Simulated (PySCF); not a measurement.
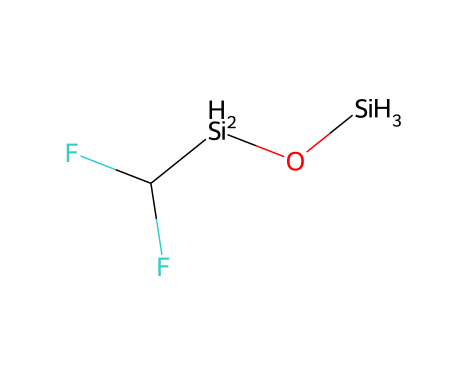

Simulated data, not a measurement (program: PySCF).

A structural formula.

> Write the SMILES.

FC(F)[SiH2]O[SiH3]

> What is the molecular formula?

CH6F2OSi2.

> An optimisation with PBE0-D3(BJ)/def2-SVP gave a structure of which point group?

C1. Other conformers may differ.
